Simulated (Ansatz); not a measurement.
Input

```
crystal:
  lattice:
    - [18.2826065695, 0.0, 0.0]
    - [0.0, 1.6546718397, 2.3713010758]
    - [0.0, -1.6546718397, 2.3713010758]
  atoms:
    - { symbol: Ti, position: [0.0, 0.0365762094, 0.0365762094] }
    - { symbol: Ti, position: [0.1215132901, 0.4310855166, 0.4310855166] }
    - { symbol: Ti, position: [0.8784867099, 0.4310855166, 0.4310855166] }
    - { symbol: Ta, position: [0.2440773888, 0.0201837595, 0.0201837595] }
    - { symbol: Ta, position: [0.7559226112, 0.0201837595, 0.0201837595] }
    - { symbol: Ta, position: [0.6279441782, 0.5197522061, 0.5197522061] }
    - { symbol: Ta, position: [0.5, 0.0231026908, 0.0231026908] }
    - { symbol: Ta, position: [0.3720558218, 0.5197522061, 0.5197522061] }
basis:
  ecutwfc: 500
kpoints:
  mp_grid: { grid: [2, 12, 12] }
  band_path:
    path:
      - [[0.0, 0.0, 0.0], [0.0, 0.5, 0.5], [0.0, 0.62827203, 0.37172797]]
      - [[0.0, 0.37172797, -0.37172797], [0.0, 0.0, 0.0], [0.5, 0.0, 0.0], [0.5, 0.37172797, -0.37172797]]
      - [[0.5, 0.62827203, 0.37172797], [0.5, 0.5, 0.5], [0.0, 0.5, 0.5]]
      - [[0.0, 0.0, 0.0], [0.0, 0.5, 0.0], [0.5, 0.5, 0.0], [0.5, 0.0, 0.0], [0.5, 0.5, 0.5]]
    npoints: 14
hamiltonian:
  xc: r2scan
scf:
  occupations: { method: gaussian, width: 0.1 }
  n_extra_bands: 20
output:
  forces: true
  stress: true
  eigenvalues: true
  populations: true
  dos: { projected: true, de: 0.02, nscf_kmesh: { grid: [3, 15, 15] } }
  bader: true
  write_density: true
  write_potential: true
  elf: true
  volumetric_format: npy
```

Command:

```sh
ansatz run input.yaml --threads 1 --pin off --max-ram 2560MiB --backend cpu --events-out ev --progress --plain --runs-dir out
```

Below, planes, directions and counts refer to the conventional cell (a = 18.28 Å, b = 3.31 Å, c = 4.74 Å, α = 90.00°, β = 90.00°, γ = 90.00°).

Space group Amm2; a generated structure, not necessarily the stable one; computed without spin polarisation.

Computed with DFT r2SCAN, scalar-relativistic, plane waves, PAW in Ansatz 0.2.0.

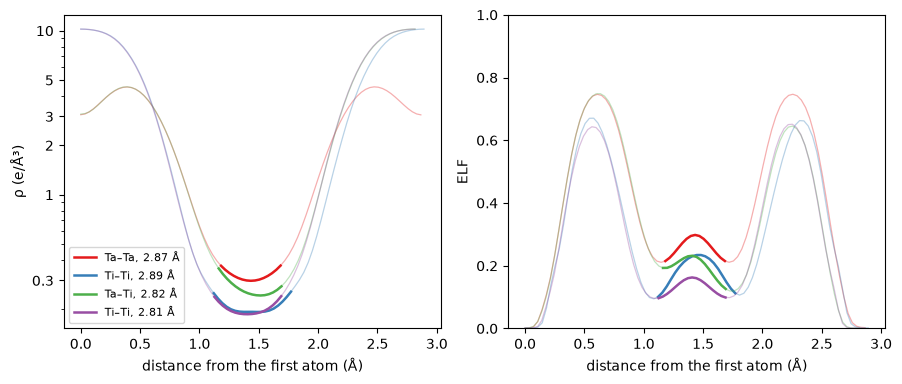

Ta5Ti3. Valence electron density and electron localisation function along straight lines between neighbouring atoms. Thin, pale parts lie inside the atomic spheres.

In a PAW calculation such maps are meaningful between the atoms, not at the nuclei.

### Compare the contacts.

Ta–Ta (2.87 Å): ρ at the midpoint is about 0.3 e/Å³; the ELF is about 0.30 at the midpoint (no localised pair shows between them).
Ti–Ti (2.89 Å): ρ is about 0.19 e/Å³ halfway; the ELF is about 0.25 at the midpoint: no localised pair shows between them.
Ta–Ti (2.82 Å): the density is about 0.25 e/Å³ at the midpoint; the ELF is about 0.25 at the midpoint; no localised pair shows between them.
Ti–Ti (2.81 Å): ρ is about 0.19 e/Å³ halfway; the ELF is about 0.15 at the midpoint; no shared electron pair shows on this line.
